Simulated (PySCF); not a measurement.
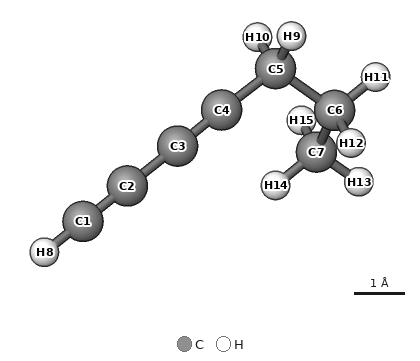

Figure 1. The structure as given in the input (ball-and-stick view, seen at a tilt; atoms are numbered from 1 in the order of the input). Bond lengths as drawn: C–C 1.20 to 1.53 Å and C–H 1.05 to 1.10 Å.

NMR shielding calculation, with input and output: C₇H₈

C₇H₈, SMILES C#CC#CCCC, computed with GIAO PBE0/pcSseg-1 NMR shielding, non-relativistic, gas phase (PySCF 2.14.0).

The geometry comes from this level: GFN2-xTB, NEB image 8 of 0 to 8. It belongs to a series of runs on one base structure; here: NEB image 8 of 0 to 8. Figures and captions count atoms from 1; the log counts them from 0 in places.

## Output
```
coarse grid: 12568 points
cycle   1  E = -270.9729875578  dE =  9.148e-01  |g| = 4.085e-01  |ddm| = 3.793e+00
cycle   2  E = -270.9812835687  dE = -8.296e-03  |g| = 3.694e-01  |ddm| = 8.616e-01
cycle   3  E = -271.0153943099  dE = -3.411e-02  |g| = 9.697e-02  |ddm| = 4.120e-01
cycle   4  E = -271.0170194197  dE = -1.625e-03  |g| = 5.084e-02  |ddm| = 9.341e-02
cycle   5  E = -271.0176135377  dE = -5.941e-04  |g| = 1.099e-02  |ddm| = 4.390e-02
cycle   6  E = -271.0176436631  dE = -3.013e-05  |g| = 2.250e-03  |ddm| = 1.169e-02
cycle   7  E = -271.0176445051  dE = -8.420e-07  |g| = 1.388e-03  |ddm| = 2.699e-03
final grid: 121432 points
cycle   8  E = -271.0624327621  dE = -3.515e-05  |g| = 7.612e-03  |ddm| = 9.798e-02
cycle   9  E = -271.0624236052  dE =  9.157e-06  |g| = 9.691e-03  |ddm| = 1.498e-02
cycle  10  E = -271.0624457113  dE = -2.211e-05  |g| = 2.750e-03  |ddm| = 8.574e-03
cycle  11  E = -271.0624478348  dE = -2.124e-06  |g| = 3.607e-04  |ddm| = 2.531e-03
cycle  12  E = -271.0624478671  dE = -3.222e-08  |g| = 9.116e-05  |ddm| = 3.998e-04
cycle  13  E = -271.0624478684  dE = -1.350e-09  |g| = 5.984e-05  |ddm| = 1.195e-04
cycle  14  E = -271.0624478692  dE = -8.095e-10  |g| = 1.761e-05  |ddm| = 5.256e-05
```

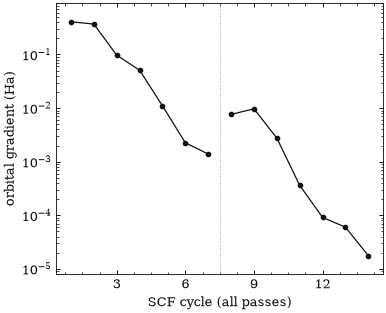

Figure 2. Convergence of the self-consistent field: orbital gradient against the SCF cycle. The dotted line marks the change from a coarse to the final integration grid. The first 7 cycles use a coarse grid, the final grid takes over at cycle 8, and the field converges after 14 cycles in all.

```
converged SCF energy = -271.0624478692

GIAO shielding tensors (ppm)
atom      isotropic    diamagn.    paramagn.     s11        s22        s33       span
  0 C      116.198     263.063    -146.865     38.864     39.981    269.749    230.885
  1 C      112.560     248.509    -135.949     23.338     23.588    290.755    267.416
  2 C      112.301     245.691    -133.390     33.952     39.130    263.822    229.870
  3 C      103.998     264.429    -160.431      2.174     10.218    299.601    297.427
  4 C      163.441     250.999     -87.558    151.368    164.640    174.314     22.946
  5 C      160.797     247.613     -86.817    154.756    156.863    170.771     16.016
  6 C      171.489     247.762     -76.273    158.466    169.716    186.286     27.820
  7 H       30.561      34.267      -3.706     25.085     25.127     41.471     16.386
  8 H       29.051      28.714       0.337     23.381     28.046     35.728     12.347
  9 H       29.546      30.056      -0.510     24.985     28.262     35.389     10.404
 10 H       30.174      29.420       0.754     25.093     28.498     36.931     11.838
 11 H       30.168      30.641      -0.473     26.135     28.702     35.667      9.532
 12 H       30.536      28.491       2.045     26.071     27.634     37.903     11.832
 13 H       30.034      30.668      -0.635     25.086     30.255     34.760      9.674
 14 H       30.993      29.859       1.134     27.303     28.408     37.268      9.965
```

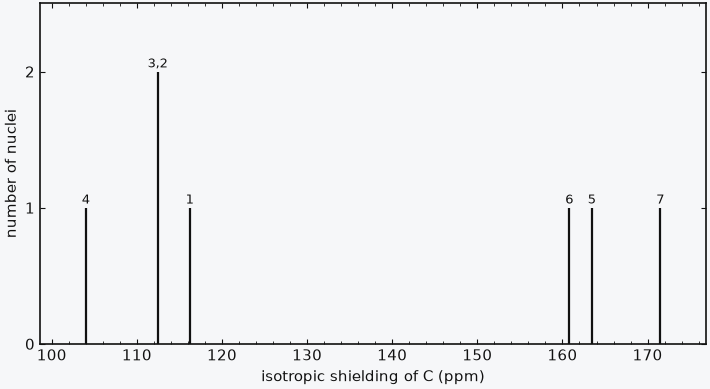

Figure 3. Isotropic shieldings of the carbon nuclei in this fixed geometry, labelled by atom number; shielding grows to the right, so chemical shift grows to the left. The least shielded is C4 (104.0 ppm), the most shielded C7 (171.5 ppm).

The run was set up as follows.

## Input
```
{"job": {"kind": "nmr", "xc": "PBE0", "basis": "pcSseg-1", "pop": false}, "charge": 0, "multiplicity": 1}
C      4.157600     0.702600     0.519200
C      3.047400     0.244500     0.429500
C      1.792700    -0.268200     0.326800
C      0.685600    -0.738600     0.230800
C     -0.656600    -1.261700     0.124700
C     -1.707800    -0.180300     0.408300
C     -1.669800     0.931500    -0.632600
H      5.124500     1.099100     0.598500
H     -0.771600    -2.084900     0.837400
H     -0.803300    -1.662700    -0.883800
H     -2.696400    -0.645100     0.414000
H     -1.528100     0.241800     1.399600
H     -2.412700     1.692300    -0.404500
H     -0.688700     1.401500    -0.649700
H     -1.877300     0.536300    -1.625200
```

The first line tells a small driver script what to run in PySCF; the rest is the geometry in Å.

Launch command:
```bash
OMP_NUM_THREADS=1 python <driver script> task.json out
```

## Summary

- outcome: converged
- total energy: −271.062448 hartree
- HOMO: −7.16 eV
- LUMO: −0.46 eV
- dipole moment: 1.34 D
- isotropic shielding, C: 104.0 to 171.5 ppm
- isotropic shielding, H: 29.1 to 31.0 ppm
- hardware: 1 CPU thread, shared host
- wall time: 12 s
- peak memory: 0.76 GiB
